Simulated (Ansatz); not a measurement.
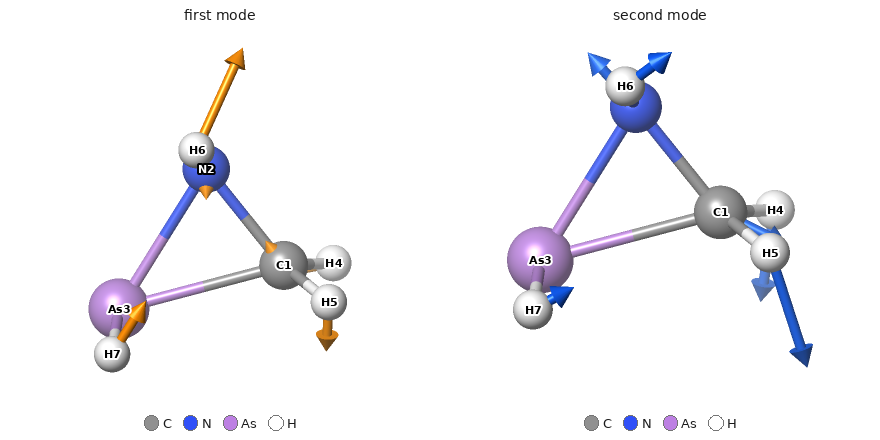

The system is CH₄AsN, SMILES C1N[AsH]1; the picture shows the reference structure; its two panels give the patterns of the first and the second mode as arrows. First axis: normal mode 6 (931 cm⁻¹). Second axis: normal mode 9 (1088 cm⁻¹). Nothing is relaxed (straight displacements along the two mass-weighted modes). The scan uses a 9 × 9 grid. Points are written as (first, second). All energies are given in kcal/mol relative to the lowest grid point. Computed with Ansatz 0.2.0, RKS r2SCAN-D4/def2-TZVP.

Its coordinates:

```yaml
atoms:
  - { symbol: C, position_ang: [-0.5765, -0.0090, -0.4762] }
  - { symbol: N, position_ang: [-0.4706, 0.2050, 0.9391] }
  - { symbol: As, position_ang: [0.7480, -1.1968, 0.3796] }
  - { symbol: H, position_ang: [-1.4923, -0.4995, -0.7902] }
  - { symbol: H, position_ang: [-0.1879, 0.7333, -1.1686] }
  - { symbol: H, position_ang: [0.0704, 1.0431, 1.1389] }
  - { symbol: H, position_ang: [1.9088, -0.2760, -0.0226] }
```

Range: normal mode 6 (931 cm⁻¹) from −0.434 to 0.434 amu½·Å; normal mode 9 (1088 cm⁻¹) from −0.371 to 0.371 amu½·Å.

Question: What will the energy surface look like?

Answer: The lowest grid point is at (0.000 amu½·Å, 0.000 amu½·Å). No other kind of well shows on this grid. The highest grid point, (0.434 amu½·Å, −0.371 amu½·Å), lies 18.6 kcal/mol above the lowest.

```tsv
normal mode 9 (1088 cm⁻¹) ↓, normal mode 6 (931 cm⁻¹) →	−0.434	−0.325	−0.217	−0.108	0.000	0.108	0.217	0.325	0.434
0.371	12.7	9.3	7.1	6.0	5.8	6.5	8.1	10.7	14.5
0.278	10.7	7.2	4.9	3.7	3.4	4.0	5.4	7.9	11.6
0.186	9.3	5.6	3.2	1.9	1.6	2.1	3.5	5.8	9.4
0.093	8.5	4.7	2.2	0.8	0.4	0.9	2.2	4.5	8.1
0.000	8.3	4.4	1.9	0.4	0.0	0.4	1.8	4.1	7.7
−0.093	8.9	4.9	2.3	0.9	0.5	0.9	2.3	4.7	8.3
−0.186	10.3	6.3	3.7	2.3	1.9	2.4	3.9	6.5	10.3
−0.278	12.8	8.7	6.1	4.8	4.5	5.2	6.8	9.6	13.6
−0.371	16.4	12.3	9.8	8.5	8.4	9.3	11.2	14.3	18.6
```

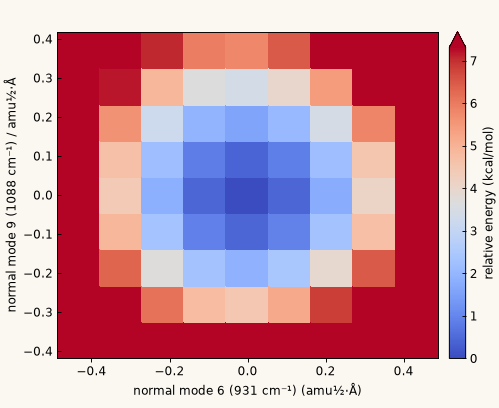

In the figure: one coloured cell a grid point, one colour for all values above the top of the scale.

The whole map (81 points run) took 13 min on 1 thread of Arm Neoverse V1 (shared host).
